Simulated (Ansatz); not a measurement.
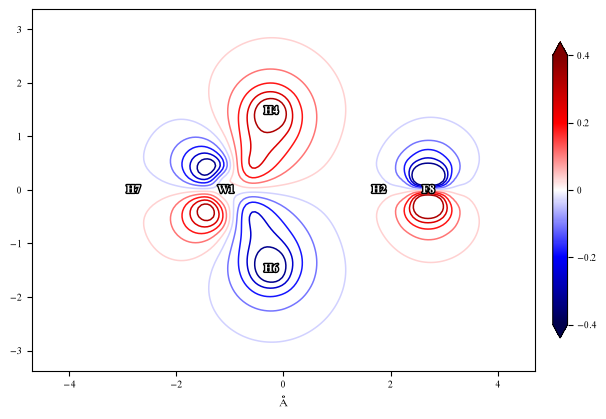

The picture shows: H5W···HF (doublet). The HOMO (β) on the plane of atoms H4, W1 and H7 (values in Å⁻³ᐟ²; the overall sign is arbitrary).

Core potentials replace the inner electrons of W.

Level of theory: UKS PBE-D4/def2-SVP (Ansatz).

| atom | x (Å) | y (Å) | z (Å) |
| --- | --- | --- | --- |
| W | 0.0000 | 0.0000 | -0.6028 |
| H | 0.0000 | 0.0000 | 2.2499 |
| H | 1.4746 | 0.0001 | 0.2366 |
| H | 0.0001 | 1.4746 | 0.2366 |
| H | -1.4746 | -0.0001 | 0.2366 |
| H | -0.0001 | -1.4746 | 0.2366 |
| H | 0.0000 | 0.0000 | -2.3357 |
| F | 0.0000 | 0.0000 | 3.1822 |

Question: What is the character of this orbital?

Answer: By Hirshfeld shares it lies mainly on W1 (about 40 %), F8 (about 20 %), H4 (about 10 %), H3 (about 10 %), H6 (about 10 %) and H5 (about 10 %). It is one of a degenerate set, so its orientation is arbitrary. Its energy is −8.05 eV.
